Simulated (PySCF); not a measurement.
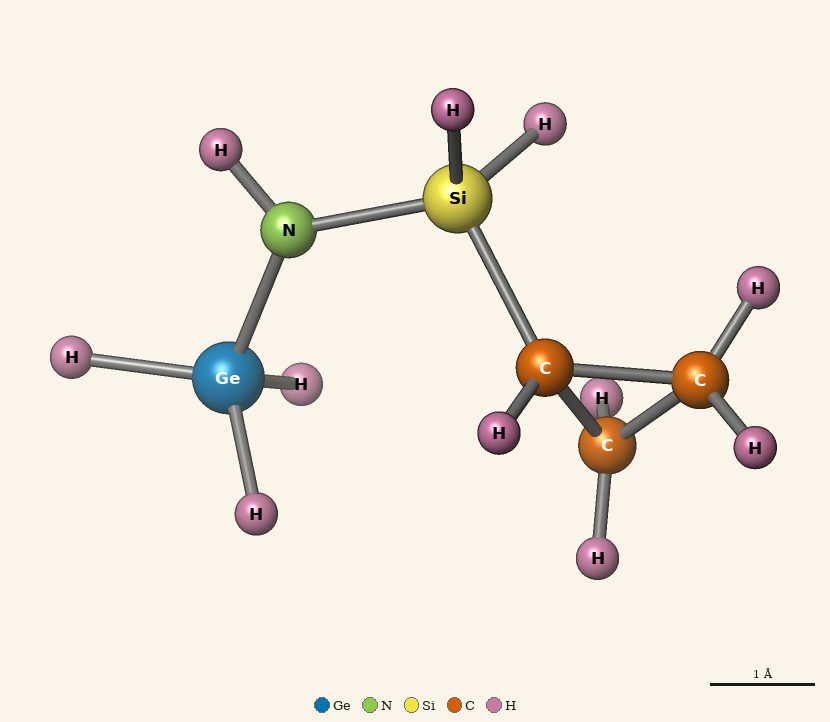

Atoms fade into the background with distance from the viewer. Computed geometry: PBE0-D3(BJ)/def2-SVP optimisation. No frequency run is at hand to confirm it as a minimum. Masses are those of the most abundant isotopes; constants are for the rigid equilibrium geometry.

### Classify the rotor and give the rotational constants (MHz).

An asymmetric top (C1): A = 3327, B = 970, C = 791 MHz. Ray's parameter κ is −0.86, close to the prolate limit.
